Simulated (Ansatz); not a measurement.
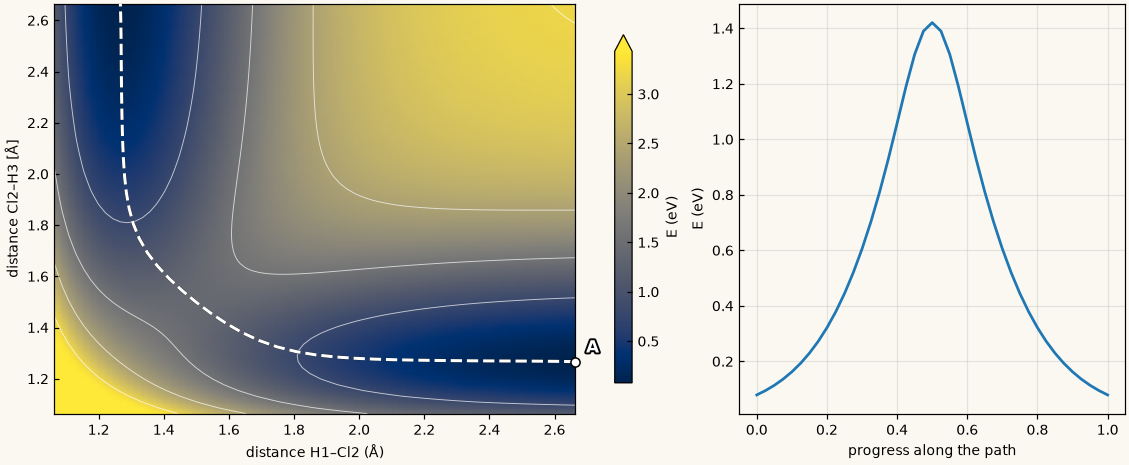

The system H + ClH, spin multiplicity 2. Coordinates scanned: (1) distance H1–Cl2; (2) distance Cl2–H3. Nothing is relaxed (the angle H1–Cl2–H3 is fixed at 160 degrees). Grid: 17 × 17 points; 153 points were computed and 136 follow by symmetry. Points are written as (first, second). Energies are in eV, from H far from the relaxed ClH (each part in its own basis). In part of the range the unrestricted reference is strongly spin-contaminated. The calculation used Ansatz 0.2.0, UHF/aug-cc-pVTZ.

In the figure: a smooth colour map with a few white contour lines, a line along the lowest path, one colour for all values above the top of the scale, the energy along the path at the right, the start A. Between grid points the surface is interpolated.

Question: Describe the path and its barrier.

Answer: The easiest path runs from the side where the first distance is long, about (2.66 Å, 1.27 Å), to the side where the second distance is long, about (1.27 Å, 2.66 Å). Its highest point, at (1.511 Å, 1.511 Å), lies about 1.3 eV above the start and 1.3 eV above the end on the interpolated surface. An end on the edge of the scan is no minimum, so the barrier from there is a lower bound.
